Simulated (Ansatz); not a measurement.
## Electronic structure of CH₆BrGa in real space

Input file:

```
crystal:
  periodic: [false, false, false]
  atoms:
    - {symbol: Ga, position_ang: [-0.701148, -0.605940, -0.682936]}
    - {symbol: Br, position_ang: [1.108124, 0.933087, -1.996326]}
    - {symbol: H, position_ang: [-0.224873, -2.053620, -1.001836]}
    - {symbol: H, position_ang: [-2.055257, 0.085622, -1.017877]}
    - {symbol: H, position_ang: [0.764209, 0.649482, -0.464751]}
    - {symbol: C, position_ang: [0.223421, 0.199279, 0.999211]}
    - {symbol: H, position_ang: [0.075063, 1.254614, 1.234687]}
    - {symbol: H, position_ang: [1.242424, -0.103760, 1.245416]}
    - {symbol: H, position_ang: [-0.431963, -0.358764, 1.684513]}
basis:
  gaussian: {orbitals: def2-TZVPP}
hamiltonian: {xc: pbe0, dispersion: d4}
output: {orbitals: {seedname: orbitals}}
```

Launched as:

```sh
ansatz run in.yaml --threads 4 --pin off --events-out ev --progress --plain --max-ram 9574MiB
```

A transition-state structure; geometry: PBE0-D4/def2-TZVP.

These are results of Ansatz 0.2.0, RKS PBE0-D4/def2-TZVPP, not measurements.

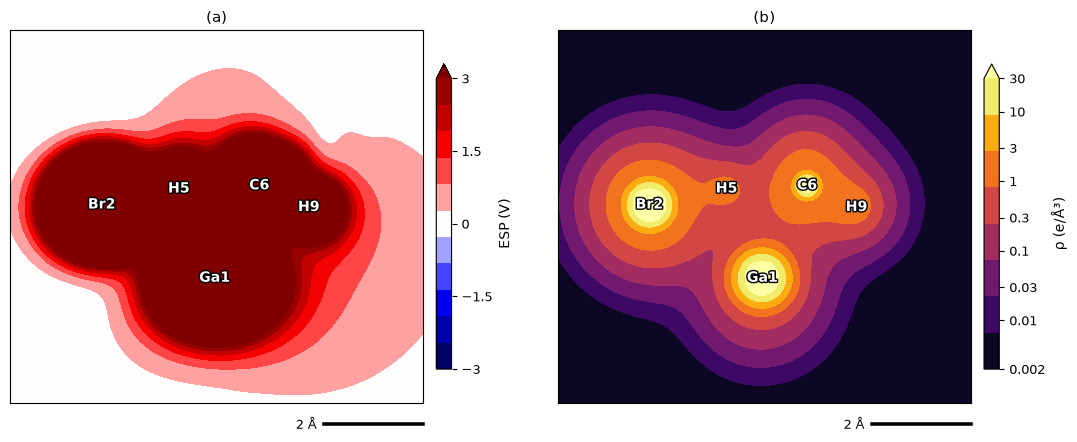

Figure 1. (a) electrostatic potential; (b) total electron density on the plane of atoms Ga1, Br2 and H5.

**What do the fields say about this system?**

The section cuts through Ga, Br, H and C sites.
C–Ga (2.08 Å): the density is about 0.61 e/Å³ at the midpoint.
Ga–Br (2.71 Å): the density is about 0.3 e/Å³ at the midpoint, with its minimum of 0.25 e/Å³ about 1.2 Å from Ga.
C–H (1.10 Å): the density is about 1.9 e/Å³ at the midpoint.
Br–H (1.60 Å): ρ is about 1.3 e/Å³ halfway.
The potential has no marked negative region in this plane.

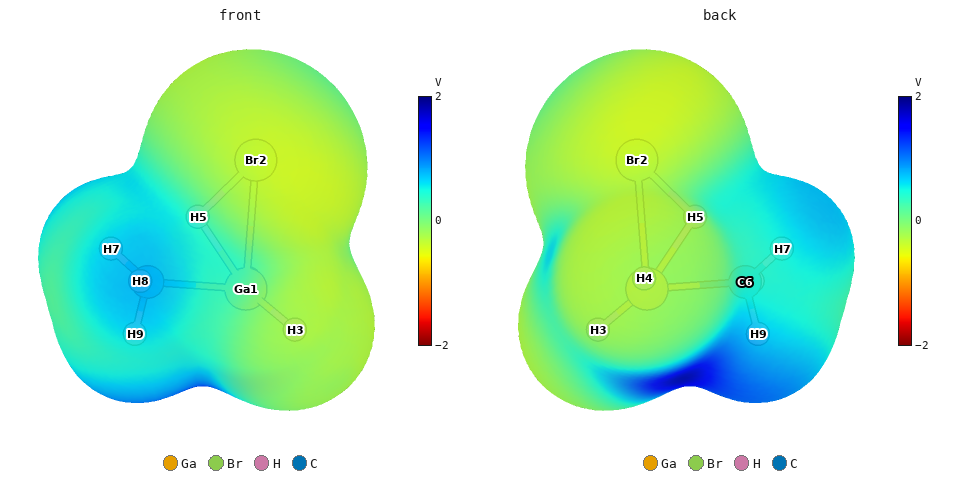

Figure 2. The molecular electrostatic potential painted on the density surface at 0.001 e/bohr³, seen from the front and from behind; the colour scale runs from red (negative) to blue (positive).

**Describe the electrostatic potential map.**

The most negative region (about −0.4 V) lies over Br2, the most positive (about +1.7 V) over Ga1.

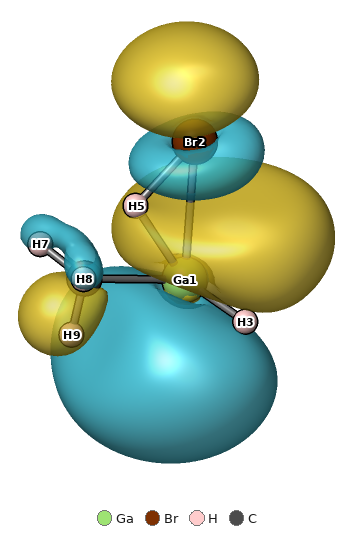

Figure 3. The LUMO at ±0.05 Å⁻³ᐟ² (yellow and cyan are the two phases), seen at a tilt.

**Where does this orbital lie, and at what energy?**

Its weight (Hirshfeld) is mainly on Ga1 (about 60 %) and Br2 (about 15 %). Its energy is −0.60 eV.
